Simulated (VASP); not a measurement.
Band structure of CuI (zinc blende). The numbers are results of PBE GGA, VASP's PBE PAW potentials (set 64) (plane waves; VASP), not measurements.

Unless said otherwise, spin-orbit coupling is left out, though it shifts the bands of the heavy elements here.

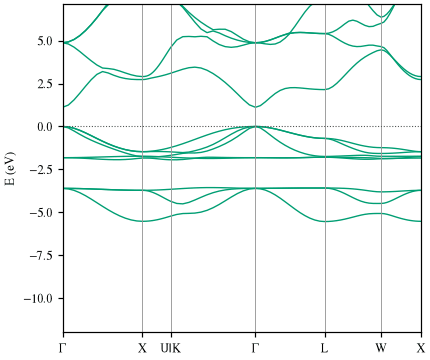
Fig. 1. Bands along high-symmetry lines, zero at the valence-band maximum or, without a gap, the Fermi level

Problem. Read the plot: is there a gap, and where are the band edges?

Solution. The gap is direct, 1.12 eV, from the valence maximum at Γ to the conduction minimum at Γ. (Edges off the drawn lines would not show.)

Measured: gap 3.12 eV (computed value off by -2.00 eV), as given by Abedi et al., (2022), arXiv:2211.14644.

The compound is CuI in the zinc blende structure. It was relaxed first.
